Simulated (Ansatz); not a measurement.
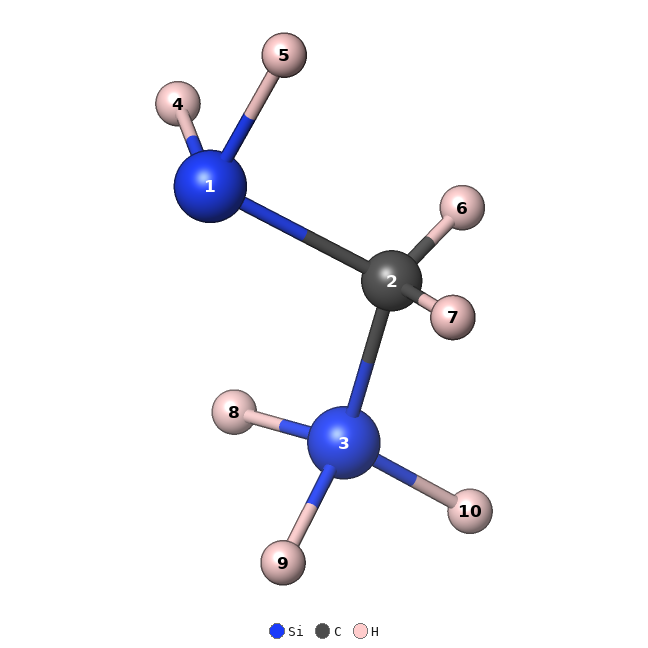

Atoms carry their numbers in the input. The species has charge −1 and is a spin singlet. The computed structure is the end point of a PBE0-D4/def2-TZVPD optimisation. No frequency run is at hand to confirm it as a minimum.

Describe the coordination of atom 1.

Si1 has 3 neighbours (C2 at 1.98, H4 at 1.54, H5 at 1.54 Å); the arrangement is trigonal pyramidal.

How are the neighbours of atom 2 arranged?

C2 has 4 neighbours (Si1 at 1.98, Si3 at 1.84, H6 at 1.10, H7 at 1.10 Å); the arrangement is tetrahedral.

How are the neighbours of atom 3 arranged?

Si3 has 4 neighbours (C2 at 1.84, H8 at 1.50, H9 at 1.49, H10 at 1.51 Å); the arrangement is tetrahedral.
